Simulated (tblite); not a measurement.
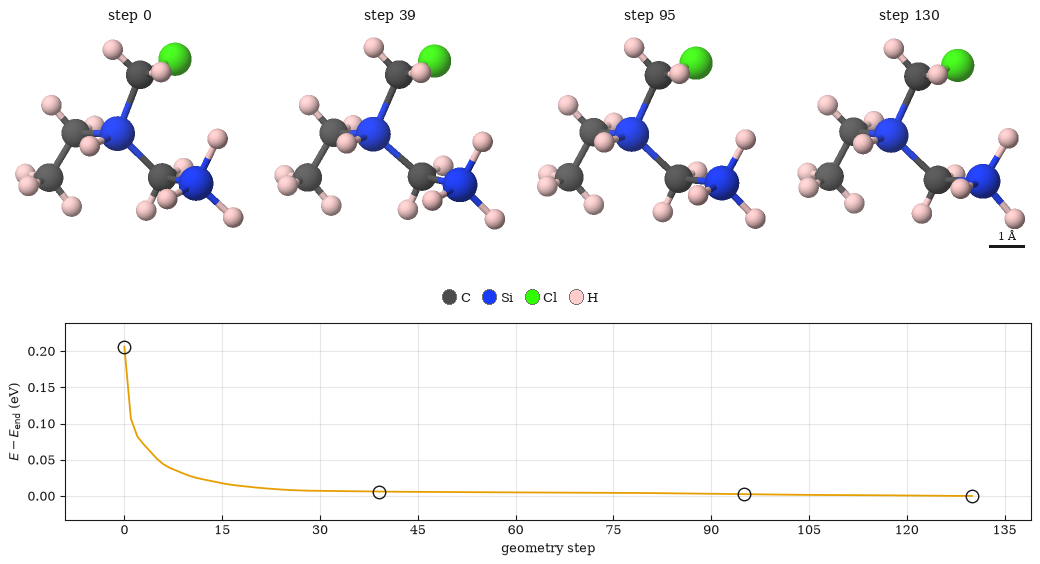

Frames of a relaxation of C$_{4}$H$_{13}$ClSi$_{2}$, marked on the history of the run. The picture is a ball-and-stick view, seen at a tilt.

The calculation used GFN2-xTB geometry optimisation, gas phase in tblite. 

### What happens along the run?

The energy falls by 0.206 eV in 130 geometry steps. The largest move after the best rigid fit is that of an H atom, 0.52 Å. Largest moves by element: H 0.52 Å, Cl 0.25 Å, C 0.23 Å, Si 0.21 Å. Some distances before and after: C–Si 1.859 → 1.916 Å, C–Si 1.850 → 1.903 Å, H–Si 1.491 → 1.462 Å, C–H 1.102 → 1.090 Å. Bond angles that change, for instance: Si–C–Si 107.9° → 116.3°, C–Si–C 114.2° → 109.2°, C–Si–H 105.7° → 110.4°. From step 0 to 39: an H atom moves most (0.18 Å), energy −0.200 eV. From step 39 to 95: an H atom moves most (0.26 Å), energy −0.004 eV. From step 95 to 130: an H atom moves most (0.21 Å), energy −0.002 eV.

```tsv
step	E − E(0), eV
0	0.0000
1	-0.0994
2	-0.1241
3	-0.1352
4	-0.1450
5	-0.1548
6	-0.1624
7	-0.1675
8	-0.1712
9	-0.1749
10	-0.1783
16	-0.1902
23	-0.1966
29	-0.1990
35	-0.1995
42	-0.2003
48	-0.2006
54	-0.2009
61	-0.2013
67	-0.2016
73	-0.2018
79	-0.2020
86	-0.2027
92	-0.2033
98	-0.2040
105	-0.2047
111	-0.2049
117	-0.2053
124	-0.2059
130	-0.2061
```
